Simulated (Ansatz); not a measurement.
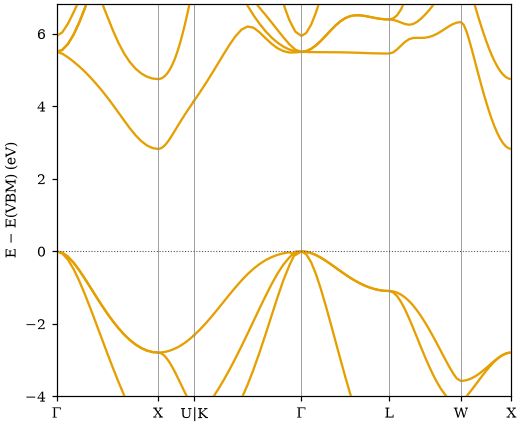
Figure. Band structure from the program Ansatz at the LDA level (PAW)

Problem. Read off the gap and where the band edges lie.

Solution. About 2.8 eV (2.83 eV by a search for the band edges); maximum at Γ, minimum at X.

Problem. Which compound is it?
A) GaN, zinc blende
B) HfO2, fluorite
C) BeSe, zinc blende
D) BeS, zinc blende

Solution. D, BeS, zinc blende

Space group F-43m (zinc blende). The cell was relaxed with LDA under the symmetry of its start.

Potentials: the earlier of the program's two PAW sets. The files were generated under PBE; for other functionals the program regenerates the frozen cores, and for LDA and PBEsol the local potential too.
